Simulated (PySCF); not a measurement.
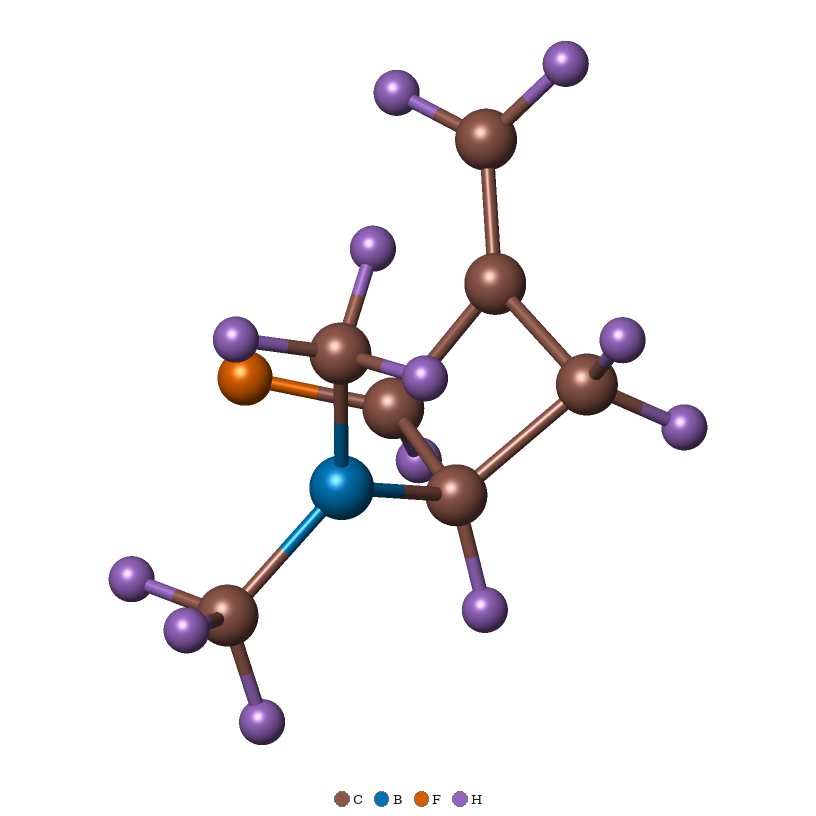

Simulated data, not a measurement (program: PySCF).

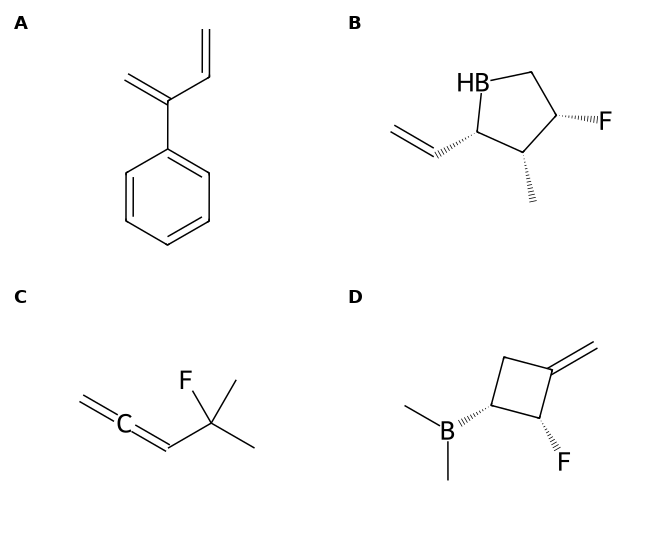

The first picture shows one of the molecules drawn in the second. Which?

Answer. D, `C=C1C[C@@H](B(C)C)[C@H]1F`.
